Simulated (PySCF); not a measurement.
## Run report: C$_{3}$H$_{7}$F, NMR shielding calculation

System: C$_{3}$H$_{7}$F, SMILES CC(C)F.
Method: GIAO PBE0/pcSseg-2 NMR shielding, non-relativistic, gas phase (PySCF 2.14.0).

The geometry comes from this level: PBE0-D3(BJ)/def2-SVP. Figures and captions count atoms from 1; the log counts them from 0 in places.

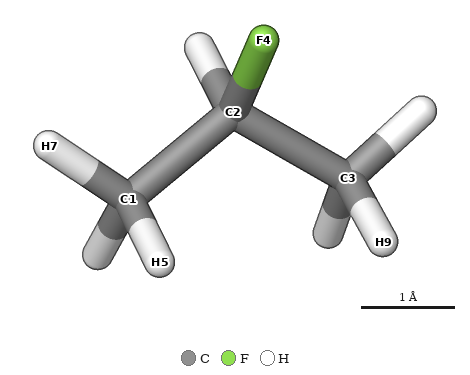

Figure 1. The structure as given in the input (stick view, seen at a tilt; atoms are numbered from 1 in the order of the input). Bond lengths as drawn: C–C 1.51 Å, C–F 1.39 Å and C–H 1.10 to 1.11 Å.

Input file
```
{"job": {"kind": "nmr", "xc": "PBE0", "basis": "pcSseg-2", "pop": false}, "charge": 0, "multiplicity": 1}
C     -1.193117    -0.442926     0.212738
C     -0.114976     0.530563    -0.205169
C      1.285586    -0.029035    -0.105112
F     -0.197973     1.651871     0.604334
H     -1.027380    -0.774730     1.249340
H     -1.194041    -1.328668    -0.439770
H     -2.183207     0.031767     0.156277
H     -0.304855     0.872969    -1.239405
H      1.493883    -0.354562     0.925788
H      1.410129    -0.893296    -0.774326
H      2.025847     0.735143    -0.382236
```

The first line tells a small driver script what to run in PySCF; the rest is the geometry in Å.

Run on 1 CPU thread, shared host.

Launch command:
```bash
OMP_NUM_THREADS=1 python <driver script> task.json out
```

Log
```
coarse grid: 8688 points
cycle   1  E = -218.1703699279  dE =  1.728e-01  |g| = 5.316e-01  |ddm| = 1.951e+00
cycle   2  E = -218.1395937959  dE =  3.078e-02  |g| = 7.188e-01  |ddm| = 7.174e-01
cycle   3  E = -218.2225638140  dE = -8.297e-02  |g| = 7.741e-02  |ddm| = 4.257e-01
cycle   4  E = -218.2235448482  dE = -9.810e-04  |g| = 2.646e-02  |ddm| = 4.856e-02
cycle   5  E = -218.2236909880  dE = -1.461e-04  |g| = 3.309e-03  |ddm| = 1.778e-02
cycle   6  E = -218.2236928754  dE = -1.887e-06  |g| = 5.385e-04  |ddm| = 2.672e-03
final grid: 82832 points
cycle   7  E = -218.2251600286  dE = -8.622e-05  |g| = 7.308e-03  |ddm| = 4.259e-02
cycle   8  E = -218.2251536526  dE =  6.376e-06  |g| = 9.346e-03  |ddm| = 9.393e-03
cycle   9  E = -218.2251724174  dE = -1.876e-05  |g| = 1.078e-03  |ddm| = 5.091e-03
cycle  10  E = -218.2251725745  dE = -1.571e-07  |g| = 3.485e-04  |ddm| = 7.476e-04
cycle  11  E = -218.2251725934  dE = -1.889e-08  |g| = 3.383e-05  |ddm| = 1.910e-04
cycle  12  E = -218.2251725936  dE = -1.838e-10  |g| = 1.000e-05  |ddm| = 3.108e-05
```

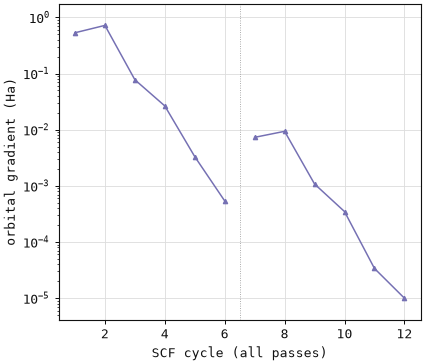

Figure 2. Convergence of the self-consistent field: orbital gradient against the SCF cycle. The dotted line marks the change from a coarse to the final integration grid. The first 6 cycles use a coarse grid, the final grid takes over at cycle 7, and the field converges after 12 cycles in all.

```
converged SCF energy = -218.2251725936

GIAO shielding tensors (ppm)
atom      isotropic    diamagn.    paramagn.     s11        s22        s33       span
  0 C      159.352     243.497     -84.145    143.408    150.657    183.990     40.582
  1 C       94.134     236.904    -142.771     55.306     74.639    152.455     97.149
  2 C      159.340     243.497     -84.157    143.371    150.663    183.986     40.615
  3 F      365.533     468.350    -102.818    343.724    363.728    389.146     45.422
  4 H       30.130      30.175      -0.045     27.120     28.794     34.476      7.355
  5 H       30.282      30.207       0.075     26.529     28.278     36.038      9.508
  6 H       29.724      28.994       0.730     26.111     27.451     35.612      9.501
  7 H       26.561      29.616      -3.055     24.645     25.577     29.463      4.818
  8 H       30.130      30.177      -0.047     27.120     28.797     34.472      7.352
  9 H       30.281      30.206       0.075     26.531     28.274     36.039      9.508
 10 H       29.725      28.996       0.729     26.112     27.452     35.611      9.499
```

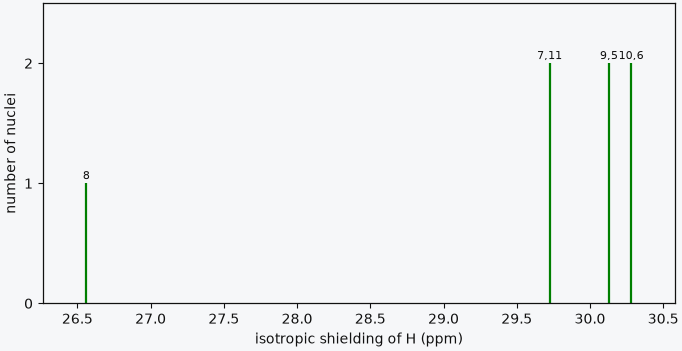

Figure 3. Isotropic shieldings of the hydrogen nuclei in this fixed geometry, labelled by atom number; shielding grows to the right, so chemical shift grows to the left. The least shielded is H8 (26.6 ppm), the most shielded H6 (30.3 ppm).

Key numbers

```csv
quantity,value
outcome,converged
total energy,−218.225173 hartree
HOMO,−9.16 eV
LUMO,0.64 eV
dipole moment,1.90 D
"isotropic shielding, C",94.1 to 159.4 ppm
"isotropic shielding, F",365.5 ppm
"isotropic shielding, H",26.6 to 30.3 ppm
wall time,31 s
peak memory,0.98 GiB
```
